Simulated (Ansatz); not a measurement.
Consider Li2F3.

Input file:

```
crystal:
  lattice:
    - [0.0, 3.3820768269, 4.0630392885]
    - [3.2483533872, 0.0, 4.0630392885]
    - [3.2483533872, 3.3820768269, 0.0]
  atoms:
    - { symbol: Li, position: [0.5, 0.5, 0.0] }
    - { symbol: Li, position: [0.0, 0.0, 0.5] }
    - { symbol: F, position: [0.3405766504, 0.6594233496, 0.3405766504] }
    - { symbol: F, position: [0.6594233496, 0.3405766504, 0.6594233496] }
    - { symbol: F, position: [0.0, 0.0, 0.0] }
basis:
  ecutwfc: 420
kpoints:
  mp_grid: { grid: [10, 10, 10] }
hamiltonian:
  xc: pbe
scf:
  occupations: { method: gaussian, width: 0.1 }
output:
  forces: true
  stress: true
  eigenvalues: true
  write_density: true
  write_potential: true
  elf: true
  volumetric_format: npy
relax:
  adjacent_minimum: "off"
  f_tol: 0.01
  max_steps: 80
  cell: { stress_tol: 0.05 }
```

Launched as:

```sh
ansatz run input.yaml --threads 1 --pin off --max-ram 2560MiB --backend cpu --events-out ev --progress --plain --runs-dir out
```

Below, planes, directions and counts refer to the conventional cell (a = 6.51 Å, b = 6.77 Å, c = 9.67 Å, α = 90.00°, β = 90.00°, γ = 90.00°).

The fields are those of the run's last geometry, not of the input's.

Space group Fmmm; started from the random prototype, which need not be the ambient phase; computed without spin polarisation.

These are results of DFT PBE, scalar-relativistic, plane waves, PAW (Ansatz 0.2.0), not measurements.

> Predict the valence pseudo-density and electron localisation function between the atoms.

Li–F (1.74 Å): the density is about 0.55 e/Å³ at the midpoint; the ELF peaks at about 0.85 in the valence shell of F, 0.6 Å from its nucleus, and is about 0.50 at the midpoint.

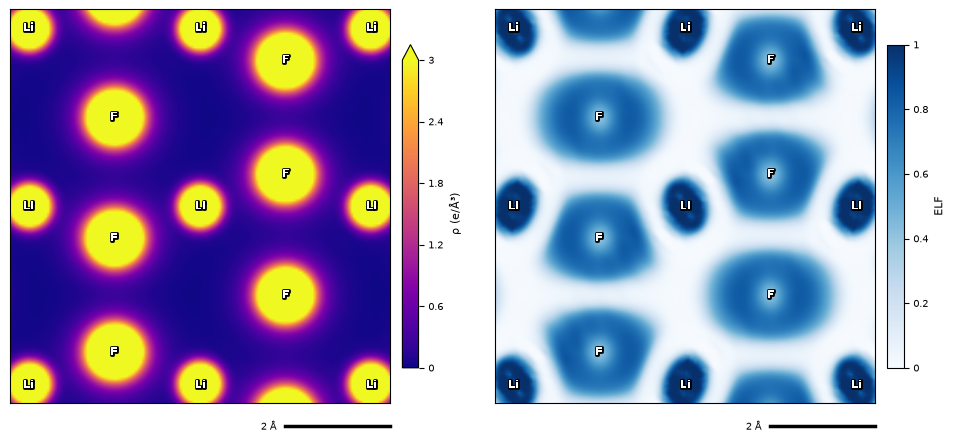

Computed valence pseudo-density and electron localisation function on the (001) plane of the conventional cell, in this order. 

In a PAW calculation such maps are meaningful between the atoms, not at the nuclei.
